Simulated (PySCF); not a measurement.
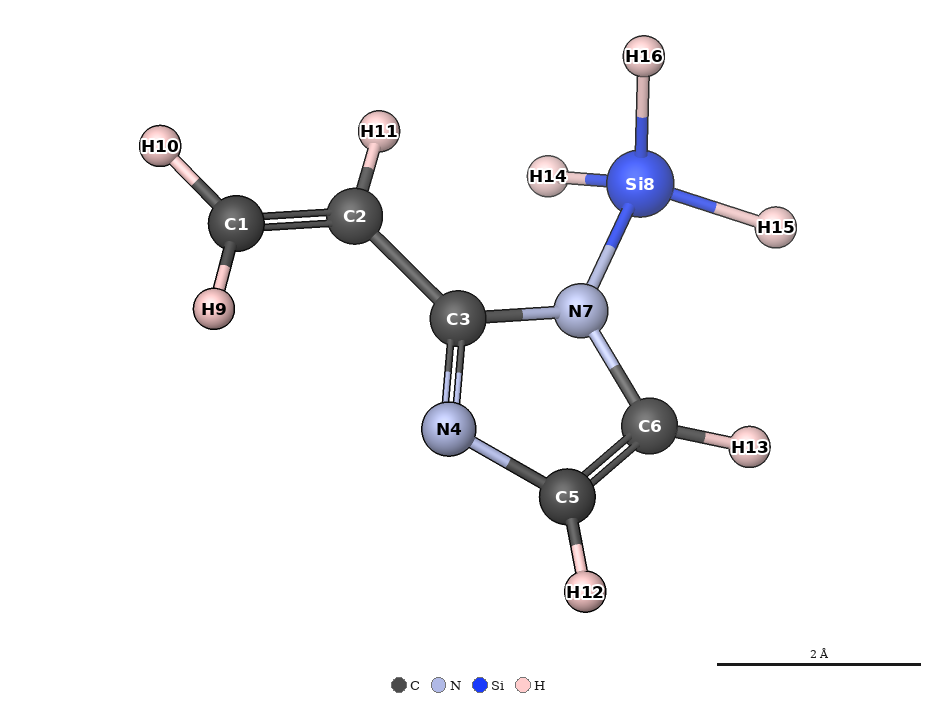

Orthographic view. Distant atoms are faded towards the background colour. Computed geometry: GFN2-xTB optimisation. No frequency run is at hand to confirm it as a minimum.

Write a MOL file (V2000) with the atoms in numerical order, bonds sorted by atom number with the orders drawn, and coordinates in the frame of the picture: x right, y up, z towards the viewer, origin at the mean position.

```
C5H8N2Si
                    3D

 16 16  0  0  0  0  0  0  0  0999 V2000
   -2.5900    0.6900    0.8800 C   0  0  0  0  0  0  0  0  0  0  0  0
   -1.4300    0.7600    0.2400 C   0  0  0  0  0  0  0  0  0  0  0  0
   -0.4100   -0.2500    0.3600 C   0  0  0  0  0  0  0  0  0  0  0  0
   -0.5000   -1.3400    1.0900 N   0  0  0  0  0  0  0  0  0  0  0  0
    0.6700   -2.0100    0.9200 C   0  0  0  0  0  0  0  0  0  0  0  0
    1.4800   -1.3100    0.0700 C   0  0  0  0  0  0  0  0  0  0  0  0
    0.8000   -0.1700   -0.3000 N   0  0  0  0  0  0  0  0  0  0  0  0
    1.3900    1.0800   -1.3700 Si  0  0  0  0  0  4  0  0  0  0  0  0
   -2.8100   -0.1500    1.5100 H   0  0  0  0  0  0  0  0  0  0  0  0
   -3.3400    1.4500    0.7800 H   0  0  0  0  0  0  0  0  0  0  0  0
   -1.1900    1.5900   -0.4000 H   0  0  0  0  0  0  0  0  0  0  0  0
    0.8500   -2.9400    1.4100 H   0  0  0  0  0  0  0  0  0  0  0  0
    2.4600   -1.5200   -0.2900 H   0  0  0  0  0  0  0  0  0  0  0  0
    0.4800    1.1500   -2.5100 H   0  0  0  0  0  0  0  0  0  0  0  0
    2.7200    0.6500   -1.7600 H   0  0  0  0  0  0  0  0  0  0  0  0
    1.4200    2.3300   -0.6200 H   0  0  0  0  0  0  0  0  0  0  0  0
  1  2  2  0
  1  9  1  0
  1 10  1  0
  2  3  1  0
  2 11  1  0
  3  4  2  0
  3  7  1  0
  4  5  1  0
  5  6  2  0
  5 12  1  0
  6  7  1  0
  6 13  1  0
  7  8  1  0
  8 14  1  0
  8 15  1  0
  8 16  1  0
M  END
```
